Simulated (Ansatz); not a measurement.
**Run report: HfHCl3F2, molecular dynamics (part 2 of 3)**

The same run, continued: HfHCl3F2; RHF/def2-SVP (Ansatz 0.2.0). It belongs to a series of runs on one base structure; here: dynamics from the highest image of the converged band.

Geometry of the input (Å):
```
Hf 0.2217  -0.3265  -0.0555
Cl -0.0871  -0.0545  2.5936
Cl 2.1137  0.1918  -1.3642
F  -0.7118  1.3259  -0.1428
Cl -1.2258  -1.8164  -1.1623
F  1.2297  -1.7107  1.1566
H  0.7751  -1.1764  2.1572
```

## Output, continued
```
md step   109: t =    54.50 fs  T =   941.1 K  F+E_penalty+E_count = -44223.30059625 eV  E_kin = 0.608236 eV  conserved = -44222.69235981 eV  (38 SCF iters)
md step   110: t =    55.00 fs  T =   958.8 K  F+E_penalty+E_count = -44223.31223648 eV  E_kin = 0.619695 eV  conserved = -44222.69254113 eV  (39 SCF iters)
md step   111: t =    55.50 fs  T =   967.2 K  F+E_penalty+E_count = -44223.31773019 eV  E_kin = 0.625122 eV  conserved = -44222.69260791 eV  (39 SCF iters)
md step   112: t =    56.00 fs  T =   964.6 K  F+E_penalty+E_count = -44223.31598436 eV  E_kin = 0.623441 eV  conserved = -44222.69254291 eV  (38 SCF iters)
md step   113: t =    56.50 fs  T =   952.9 K  F+E_penalty+E_count = -44223.30818014 eV  E_kin = 0.615852 eV  conserved = -44222.69232784 eV  (39 SCF iters)
md step   114: t =    57.00 fs  T =   937.3 K  F+E_penalty+E_count = -44223.29779822 eV  E_kin = 0.605765 eV  conserved = -44222.69203310 eV  (39 SCF iters)
md step   115: t =    57.50 fs  T =   924.8 K  F+E_penalty+E_count = -44223.28946977 eV  E_kin = 0.597684 eV  conserved = -44222.69178610 eV  (39 SCF iters)
md step   116: t =    58.00 fs  T =   921.1 K  F+E_penalty+E_count = -44223.28702005 eV  E_kin = 0.595312 eV  conserved = -44222.69170845 eV  (39 SCF iters)
md step   117: t =    58.50 fs  T =   928.1 K  F+E_penalty+E_count = -44223.29164043 eV  E_kin = 0.599800 eV  conserved = -44222.69184010 eV  (39 SCF iters)
md step   118: t =    59.00 fs  T =   942.6 K  F+E_penalty+E_count = -44223.30129269 eV  E_kin = 0.609180 eV  conserved = -44222.69211244 eV  (38 SCF iters)
md step   119: t =    59.50 fs  T =   958.3 K  F+E_penalty+E_count = -44223.31173398 eV  E_kin = 0.619340 eV  conserved = -44222.69239415 eV  (39 SCF iters)
md step   120: t =    60.00 fs  T =   968.5 K  F+E_penalty+E_count = -44223.31850098 eV  E_kin = 0.625932 eV  conserved = -44222.69256933 eV  (38 SCF iters)
md step   121: t =    60.50 fs  T =   968.8 K  F+E_penalty+E_count = -44223.31870485 eV  E_kin = 0.626116 eV  conserved = -44222.69258849 eV  (38 SCF iters)
md step   122: t =    61.00 fs  T =   958.3 K  F+E_penalty+E_count = -44223.31185139 eV  E_kin = 0.619381 eV  conserved = -44222.69247049 eV  (38 SCF iters)
md step   123: t =    61.50 fs  T =   939.7 K  F+E_penalty+E_count = -44223.29961636 eV  E_kin = 0.607344 eV  conserved = -44222.69227285 eV  (38 SCF iters)
md step   124: t =    62.00 fs  T =   917.4 K  F+E_penalty+E_count = -44223.28498752 eV  E_kin = 0.592927 eV  conserved = -44222.69206062 eV  (38 SCF iters)
md step   125: t =    62.50 fs  T =   896.4 K  F+E_penalty+E_count = -44223.27125166 eV  E_kin = 0.579365 eV  conserved = -44222.69188671 eV  (39 SCF iters)
md step   126: t =    63.00 fs  T =   880.9 K  F+E_penalty+E_count = -44223.26114012 eV  E_kin = 0.569355 eV  conserved = -44222.69178537 eV  (39 SCF iters)
md step   127: t =    63.50 fs  T =   873.4 K  F+E_penalty+E_count = -44223.25625455 eV  E_kin = 0.564481 eV  conserved = -44222.69177351 eV  (39 SCF iters)
md step   128: t =    64.00 fs  T =   874.1 K  F+E_penalty+E_count = -44223.25677927 eV  E_kin = 0.564927 eV  conserved = -44222.69185261 eV  (39 SCF iters)
md step   129: t =    64.50 fs  T =   881.1 K  F+E_penalty+E_count = -44223.26145920 eV  E_kin = 0.569451 eV  conserved = -44222.69200829 eV  (40 SCF iters)
md step   130: t =    65.00 fs  T =   890.7 K  F+E_penalty+E_count = -44223.26784320 eV  E_kin = 0.575634 eV  conserved = -44222.69220914 eV  (39 SCF iters)
md step   131: t =    65.50 fs  T =   898.0 K  F+E_penalty+E_count = -44223.27281082 eV  E_kin = 0.580406 eV  conserved = -44222.69240501 eV  (40 SCF iters)
md step   132: t =    66.00 fs  T =   898.7 K  F+E_penalty+E_count = -44223.27338584 eV  E_kin = 0.580854 eV  conserved = -44222.69253206 eV  (39 SCF iters)
md step   133: t =    66.50 fs  T =   890.0 K  F+E_penalty+E_count = -44223.26773876 eV  E_kin = 0.575209 eV  conserved = -44222.69252966 eV  (38 SCF iters)
md step   134: t =    67.00 fs  T =   872.2 K  F+E_penalty+E_count = -44223.25609776 eV  E_kin = 0.563727 eV  conserved = -44222.69237077 eV  (39 SCF iters)
md step   135: t =    67.50 fs  T =   849.5 K  F+E_penalty+E_count = -44223.24110371 eV  E_kin = 0.549010 eV  conserved = -44222.69209332 eV  (39 SCF iters)
md step   136: t =    68.00 fs  T =   828.3 K  F+E_penalty+E_count = -44223.22716243 eV  E_kin = 0.535357 eV  conserved = -44222.69180541 eV  (39 SCF iters)
md step   137: t =    68.50 fs  T =   815.6 K  F+E_penalty+E_count = -44223.21876219 eV  E_kin = 0.527121 eV  conserved = -44222.69164123 eV  (39 SCF iters)
md step   138: t =    69.00 fs  T =   815.0 K  F+E_penalty+E_count = -44223.21843943 eV  E_kin = 0.526755 eV  conserved = -44222.69168393 eV  (62 SCF iters)
md step   139: t =    69.50 fs  T =   825.7 K  F+E_penalty+E_count = -44223.22553702 eV  E_kin = 0.533627 eV  conserved = -44222.69191032 eV  (39 SCF iters)
md step   140: t =    70.00 fs  T =   842.2 K  F+E_penalty+E_count = -44223.23655015 eV  E_kin = 0.544343 eV  conserved = -44222.69220673 eV  (38 SCF iters)
md step   141: t =    70.50 fs  T =   857.8 K  F+E_penalty+E_count = -44223.24683268 eV  E_kin = 0.554392 eV  conserved = -44222.69244077 eV  (39 SCF iters)
md step   142: t =    71.00 fs  T =   866.6 K  F+E_penalty+E_count = -44223.25261628 eV  E_kin = 0.560085 eV  conserved = -44222.69253132 eV  (38 SCF iters)
md step   143: t =    71.50 fs  T =   866.2 K  F+E_penalty+E_count = -44223.25230626 eV  E_kin = 0.559837 eV  conserved = -44222.69246967 eV  (39 SCF iters)
md step   144: t =    72.00 fs  T =   857.8 K  F+E_penalty+E_count = -44223.24668064 eV  E_kin = 0.554379 eV  conserved = -44222.69230186 eV  (39 SCF iters)
md step   145: t =    72.50 fs  T =   845.0 K  F+E_penalty+E_count = -44223.23823835 eV  E_kin = 0.546146 eV  conserved = -44222.69209232 eV  (38 SCF iters)
md step   146: t =    73.00 fs  T =   832.9 K  F+E_penalty+E_count = -44223.23020092 eV  E_kin = 0.538300 eV  conserved = -44222.69190046 eV  (39 SCF iters)
md step   147: t =    73.50 fs  T =   825.9 K  F+E_penalty+E_count = -44223.22556161 eV  E_kin = 0.533791 eV  conserved = -44222.69177014 eV  (40 SCF iters)
md step   148: t =    74.00 fs  T =   827.3 K  F+E_penalty+E_count = -44223.22637834 eV  E_kin = 0.534653 eV  conserved = -44222.69172547 eV  (40 SCF iters)
md step   149: t =    74.50 fs  T =   838.0 K  F+E_penalty+E_count = -44223.23336327 eV  E_kin = 0.541589 eV  conserved = -44222.69177384 eV  (40 SCF iters)
md step   150: t =    75.00 fs  T =   856.9 K  F+E_penalty+E_count = -44223.24574927 eV  E_kin = 0.553841 eV  conserved = -44222.69190792 eV  (39 SCF iters)
md step   151: t =    75.50 fs  T =   880.9 K  F+E_penalty+E_count = -44223.26141999 eV  E_kin = 0.569317 eV  conserved = -44222.69210327 eV  (39 SCF iters)
md step   152: t =    76.00 fs  T =   905.2 K  F+E_penalty+E_count = -44223.27732175 eV  E_kin = 0.585005 eV  conserved = -44222.69231685 eV  (39 SCF iters)
md step   153: t =    76.50 fs  T =   924.8 K  F+E_penalty+E_count = -44223.29017369 eV  E_kin = 0.597686 eV  conserved = -44222.69248816 eV  (39 SCF iters)
md step   154: t =    77.00 fs  T =   935.9 K  F+E_penalty+E_count = -44223.29743070 eV  E_kin = 0.604880 eV  conserved = -44222.69255032 eV  (39 SCF iters)
md step   155: t =    77.50 fs  T =   937.4 K  F+E_penalty+E_count = -44223.29829899 eV  E_kin = 0.605841 eV  conserved = -44222.69245776 eV  (39 SCF iters)
md step   156: t =    78.00 fs  T =   931.7 K  F+E_penalty+E_count = -44223.29439017 eV  E_kin = 0.602169 eV  conserved = -44222.69222142 eV  (39 SCF iters)
md step   157: t =    78.50 fs  T =   924.6 K  F+E_penalty+E_count = -44223.28950349 eV  E_kin = 0.597579 eV  conserved = -44222.69192434 eV  (40 SCF iters)
md step   158: t =    79.00 fs  T =   923.1 K  F+E_penalty+E_count = -44223.28829277 eV  E_kin = 0.596591 eV  conserved = -44222.69170150 eV  (39 SCF iters)
md step   159: t =    79.50 fs  T =   932.3 K  F+E_penalty+E_count = -44223.29420531 eV  E_kin = 0.602538 eV  conserved = -44222.69166747 eV  (38 SCF iters)
md step   160: t =    80.00 fs  T =   953.0 K  F+E_penalty+E_count = -44223.30776432 eV  E_kin = 0.615921 eV  conserved = -44222.69184317 eV  (38 SCF iters)
md step   161: t =    80.50 fs  T =   981.2 K  F+E_penalty+E_count = -44223.32626085 eV  E_kin = 0.634120 eV  conserved = -44222.69214070 eV  (38 SCF iters)
md step   162: t =    81.00 fs  T =  1009.8 K  F+E_penalty+E_count = -44223.34509200 eV  E_kin = 0.652642 eV  conserved = -44222.69244969 eV  (38 SCF iters)
md step   163: t =    81.50 fs  T =  1032.2 K  F+E_penalty+E_count = -44223.35973870 eV  E_kin = 0.667132 eV  conserved = -44222.69260685 eV  (39 SCF iters)
md step   164: t =    82.00 fs  T =  1044.4 K  F+E_penalty+E_count = -44223.36762341 eV  E_kin = 0.675020 eV  conserved = -44222.69260335 eV  (38 SCF iters)
md step   165: t =    82.50 fs  T =  1046.2 K  F+E_penalty+E_count = -44223.36861662 eV  E_kin = 0.676153 eV  conserved = -44222.69246347 eV  (39 SCF iters)
md step   166: t =    83.00 fs  T =  1040.4 K  F+E_penalty+E_count = -44223.36468696 eV  E_kin = 0.672426 eV  conserved = -44222.69226141 eV  (39 SCF iters)
md step   167: t =    83.50 fs  T =  1031.8 K  F+E_penalty+E_count = -44223.35891781 eV  E_kin = 0.666861 eV  conserved = -44222.69205688 eV  (38 SCF iters)
md step   168: t =    84.00 fs  T =  1025.2 K  F+E_penalty+E_count = -44223.35450176 eV  E_kin = 0.662601 eV  conserved = -44222.69190052 eV  (38 SCF iters)
md step   169: t =    84.50 fs  T =  1024.4 K  F+E_penalty+E_count = -44223.35391015 eV  E_kin = 0.662086 eV  conserved = -44222.69182385 eV  (38 SCF iters)
md step   170: t =    85.00 fs  T =  1031.3 K  F+E_penalty+E_count = -44223.35836500 eV  E_kin = 0.666524 eV  conserved = -44222.69184075 eV  (63 SCF iters)
md step   171: t =    85.50 fs  T =  1045.4 K  F+E_penalty+E_count = -44223.36760399 eV  E_kin = 0.675655 eV  conserved = -44222.69194858 eV  (39 SCF iters)
md step   172: t =    86.00 fs  T =  1064.2 K  F+E_penalty+E_count = -44223.37992244 eV  E_kin = 0.687794 eV  conserved = -44222.69212842 eV  (38 SCF iters)
md step   173: t =    86.50 fs  T =  1083.3 K  F+E_penalty+E_count = -44223.39249570 eV  E_kin = 0.700153 eV  conserved = -44222.69234244 eV  (39 SCF iters)
md step   174: t =    87.00 fs  T =  1097.7 K  F+E_penalty+E_count = -44223.40200639 eV  E_kin = 0.709473 eV  conserved = -44222.69253378 eV  (38 SCF iters)
md step   175: t =    87.50 fs  T =  1103.1 K  F+E_penalty+E_count = -44223.40555944 eV  E_kin = 0.712925 eV  conserved = -44222.69263443 eV  (38 SCF iters)
md step   176: t =    88.00 fs  T =  1097.2 K  F+E_penalty+E_count = -44223.40173790 eV  E_kin = 0.709150 eV  conserved = -44222.69258760 eV  (38 SCF iters)
md step   177: t =    88.50 fs  T =  1081.6 K  F+E_penalty+E_count = -44223.39144235 eV  E_kin = 0.699061 eV  conserved = -44222.69238171 eV  (38 SCF iters)
md step   178: t =    89.00 fs  T =  1061.3 K  F+E_penalty+E_count = -44223.37799906 eV  E_kin = 0.685920 eV  conserved = -44222.69207941 eV  (38 SCF iters)
md step   179: t =    89.50 fs  T =  1043.4 K  F+E_penalty+E_count = -44223.36614439 eV  E_kin = 0.674336 eV  conserved = -44222.69180862 eV  (38 SCF iters)
md step   180: t =    90.00 fs  T =  1034.1 K  F+E_penalty+E_count = -44223.36006186 eV  E_kin = 0.668360 eV  conserved = -44222.69170150 eV  (38 SCF iters)
md step   181: t =    90.50 fs  T =  1036.0 K  F+E_penalty+E_count = -44223.36139876 eV  E_kin = 0.669586 eV  conserved = -44222.69181261 eV  (38 SCF iters)
md step   182: t =    91.00 fs  T =  1046.5 K  F+E_penalty+E_count = -44223.36845628 eV  E_kin = 0.676375 eV  conserved = -44222.69208142 eV  (37 SCF iters)
md step   183: t =    91.50 fs  T =  1059.4 K  F+E_penalty+E_count = -44223.37709013 eV  E_kin = 0.684716 eV  conserved = -44222.69237392 eV  (38 SCF iters)
md step   184: t =    92.00 fs  T =  1067.9 K  F+E_penalty+E_count = -44223.38273028 eV  E_kin = 0.690166 eV  conserved = -44222.69256396 eV  (38 SCF iters)
md step   185: t =    92.50 fs  T =  1067.2 K  F+E_penalty+E_count = -44223.38231826 eV  E_kin = 0.689725 eV  conserved = -44222.69259290 eV  (39 SCF iters)
md step   186: t =    93.00 fs  T =  1056.5 K  F+E_penalty+E_count = -44223.37526226 eV  E_kin = 0.682787 eV  conserved = -44222.69247560 eV  (38 SCF iters)
md step   187: t =    93.50 fs  T =  1038.2 K  F+E_penalty+E_count = -44223.36327220 eV  E_kin = 0.671001 eV  conserved = -44222.69227098 eV  (38 SCF iters)
md step   188: t =    94.00 fs  T =  1017.2 K  F+E_penalty+E_count = -44223.34948387 eV  E_kin = 0.657436 eV  conserved = -44222.69204769 eV  (39 SCF iters)
md step   189: t =    94.50 fs  T =   998.8 K  F+E_penalty+E_count = -44223.33738821 eV  E_kin = 0.645526 eV  conserved = -44222.69186264 eV  (38 SCF iters)
md step   190: t =    95.00 fs  T =   987.4 K  F+E_penalty+E_count = -44223.32991338 eV  E_kin = 0.638160 eV  conserved = -44222.69175333 eV  (38 SCF iters)
md step   191: t =    95.50 fs  T =   985.7 K  F+E_penalty+E_count = -44223.32880035 eV  E_kin = 0.637062 eV  conserved = -44222.69173848 eV  (38 SCF iters)
md step   192: t =    96.00 fs  T =   994.1 K  F+E_penalty+E_count = -44223.33428474 eV  E_kin = 0.642465 eV  conserved = -44222.69181998 eV  (39 SCF iters)
md step   193: t =    96.50 fs  T =  1010.5 K  F+E_penalty+E_count = -44223.34506424 eV  E_kin = 0.653081 eV  conserved = -44222.69198313 eV  (39 SCF iters)
md step   194: t =    97.00 fs  T =  1031.0 K  F+E_penalty+E_count = -44223.35854908 eV  E_kin = 0.666354 eV  conserved = -44222.69219463 eV  (39 SCF iters)
md step   195: t =    97.50 fs  T =  1050.6 K  F+E_penalty+E_count = -44223.37141712 eV  E_kin = 0.679016 eV  conserved = -44222.69240144 eV  (39 SCF iters)
md step   196: t =    98.00 fs  T =  1064.4 K  F+E_penalty+E_count = -44223.38047436 eV  E_kin = 0.687938 eV  conserved = -44222.69253599 eV  (39 SCF iters)
md step   197: t =    98.50 fs  T =  1069.4 K  F+E_penalty+E_count = -44223.38371434 eV  E_kin = 0.691179 eV  conserved = -44222.69253495 eV  (38 SCF iters)
md step   198: t =    99.00 fs  T =  1065.9 K  F+E_penalty+E_count = -44223.38127040 eV  E_kin = 0.688898 eV  conserved = -44222.69237203 eV  (37 SCF iters)
md step   199: t =    99.50 fs  T =  1057.8 K  F+E_penalty+E_count = -44223.37576100 eV  E_kin = 0.683670 eV  conserved = -44222.69209096 eV  (38 SCF iters)
these checks for a lower state are left out or cut short: starts, cluster_reference, orbital_swaps, neighbouring_geometries, increment
1184 factors; integrals over basis functions are off by at most 3.0e-4 eV
mean field -44223.37156178 eV, -1625.1789292174 hartree, gradient 2.0e-5 eV, S^2 0.000000; 0 other end points of the search recorded, 0 dependent functions left out
the calculation of the forces begins
reference -44223.37156178 eV, -1625.1789292174 hartree; 41, 41 occupied and 78, 78 virtual orbitals, 1184 factors
1184 factors; integrals over basis functions are off by at most 3.0e-4 eV
mean field evaluation 1952: about -44218.5758 eV, gradient 4.7e1 eV
mean field -44223.37156178 eV, -1625.1789292174 hartree, gradient 2.0e-5 eV, S^2 0.000000; 1 other end points of the search recorded, 0 dependent functions left out
the calculation of the forces begins
reference -44223.37156178 eV, -1625.1789292174 hartree; 41, 41 occupied and 78, 78 virtual orbitals, 1184 factors
md step   200: t =   100.00 fs  T =  1051.8 K  F+E_penalty+E_count = -44223.37156178 eV  E_kin = 0.679753 eV  conserved = -44222.69180838 eV  (59 SCF iters)
```

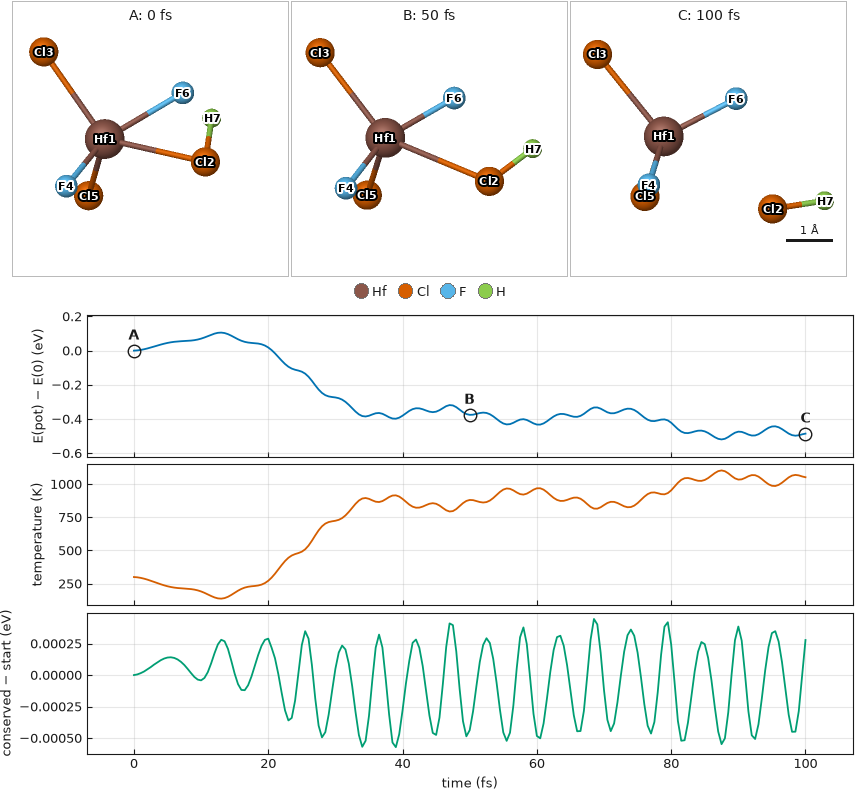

Figure 1. Frames of the molecular dynamics (ball-and-stick, seen at a tilt) above the curves, on which the letters mark them. The trajectory kept here has 201 frames over 100 fs. The temperature starts at 300 K, ranges from 137 to 1103 K and averages 954 K over the second half. The potential energy ends 0.486 eV below its first value. The conserved quantity stays within 0.001 eV. After an unweighted best fit of the last frame on the first, the root-mean-square displacement is 0.83 Å, and H7 has moved furthest (1.64 Å).

```
Total energy: -44223.37156178 eV, -1625.1789292174 hartree
Atom 0 at     0.347301    -0.420857    -0.157430 Å, force    -0.993646     1.717497    -0.702860 eV/Å
Atom 1 at    -0.633348     0.251308     3.183915 Å, force    -0.285224     0.968318    -0.866956 eV/Å
Atom 2 at     1.973625     0.271037    -1.688977 Å, force     0.294196     0.193843    -0.412309 eV/Å
Atom 3 at    -0.506922     1.167661     0.501869 Å, force     0.199370    -0.042958    -0.227994 eV/Å
Atom 4 at    -1.289926    -1.721894    -1.175357 Å, force    -0.546779    -0.421235    -0.357250 eV/Å
Atom 5 at     1.306672    -1.586172     0.904057 Å, force     1.013177    -1.231126     1.527798 eV/Å
Atom 6 at    -0.381393    -0.688367     3.942823 Å, force     0.318905    -1.184340     1.039571 eV/Å
Dipole moment:    -0.004704    -0.177105     0.508362 e Å
```

## Trajectory as extended XYZ (Å, eV, eV/Å), 28 of the 201 frames kept, from step=0 to step=200
```
7
Properties=species:S:1:pos:R:3:forces:R:3 step=0 time_fs=0.0 energy=-44222.88598 temperature=300.0
Hf    0.2217   -0.3265   -0.0555   -0.0033   0.0261  -0.0186
Cl   -0.0871   -0.0545    2.5936   -0.0032   0.0085   0.0321
Cl    2.1137    0.1918   -1.3642   -0.0080   0.0000   0.0102
F    -0.7118    1.3259   -0.1428    0.0007  -0.0098  -0.0080
Cl   -1.2258   -1.8164   -1.1623    0.0015   0.0021   0.0064
F     1.2297   -1.7107    1.1566    0.0150  -0.0287   0.0372
H     0.7751   -1.1764    2.1572   -0.0028   0.0018  -0.0593
7
Properties=species:S:1:pos:R:3:forces:R:3 step=7 time_fs=3.5 energy=-44222.85624 temperature=254.1
Hf    0.2239   -0.3256   -0.0569    0.2969  -0.2686   0.2990
Cl   -0.0883   -0.0658    2.5929   -0.0981  -0.0373   0.2961
Cl    2.1045    0.1910   -1.3732    0.0872   0.0198  -0.0494
F    -0.7099    1.3191   -0.1478   -0.1126   0.1943   0.0214
Cl   -1.2202   -1.8081   -1.1577   -0.1174  -0.1204  -0.0826
F     1.2184   -1.7017    1.1796    0.0708  -0.2572  -0.2176
H     0.7363   -1.2307    2.2398   -0.1269   0.4694  -0.2668
7
Properties=species:S:1:pos:R:3:forces:R:3 step=15 time_fs=7.5 energy=-44222.82986 temperature=213.3
Hf    0.2266   -0.3249   -0.0582    0.6617  -0.6693   0.5281
Cl   -0.0901   -0.0787    2.5935   -0.4539   0.3375   0.6516
Cl    2.0943    0.1902   -1.3836    0.1776   0.0465  -0.1111
F    -0.7086    1.3129   -0.1535   -0.2187   0.3872   0.0704
Cl   -1.2142   -1.7992   -1.1528   -0.2444  -0.2399  -0.1762
F     1.2061   -1.6933    1.2039    0.1524  -0.3477  -0.8979
H     0.6752   -1.2289    2.3010   -0.0747   0.4856  -0.0649
7
Properties=species:S:1:pos:R:3:forces:R:3 step=22 time_fs=11.0 energy=-44222.80141 temperature=169.2
Hf    0.2295   -0.3247   -0.0590    0.9764  -1.0458   0.6413
Cl   -0.0935   -0.0887    2.5962   -1.2337   1.4915   1.0735
Cl    2.0860    0.1896   -1.3932    0.2383   0.0725  -0.1581
F    -0.7090    1.3099   -0.1579   -0.2675   0.4789   0.1333
Cl   -1.2098   -1.7922   -1.1491   -0.3410  -0.3197  -0.2464
F     1.1964   -1.6883    1.2194    0.2069  -0.2528  -1.6392
H     0.6164   -1.1748    2.3456    0.4205  -0.4246   0.1955
```
